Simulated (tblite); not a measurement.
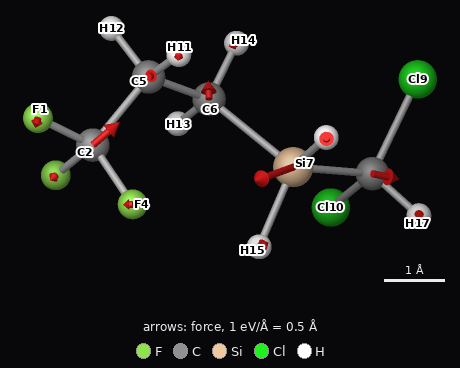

Starting geometry of C4H7Cl2F3Si with the computed forces as red arrows. Style: ball-and-stick. Shown at a tilt.

Theory: GFN2-xTB geometry optimisation, gas phase (tblite). 

**What follows when this structure is relaxed?**

It isn't relaxed: the largest force vector, on the Si atom, is 2.81 eV/Å. The final displacements have little in common with the starting forces (cosine between the two patterns 0.12). The energy falls by 5.73 kcal/mol in 104 geometry steps. The largest move after the best rigid fit is that of an F atom, 0.50 Å. By element the largest moves are F 0.50 Å, H 0.39 Å, Cl 0.35 Å, Si 0.26 Å, C 0.21 Å. Some distances before and after: C–Si 1.847 → 1.926 Å, H–Si 1.502 → 1.463 Å, C–Si 1.879 → 1.904 Å, H–Si 1.481 → 1.460 Å. Bond angles that change, for instance: C–Si–C 113.8° → 104.8°, H–Si–H 106.2° → 114.3°, C–Si–H 107.9° → 113.1°. The run took 1.1 s on 1 thread of Arm Neoverse V1, on a shared host.
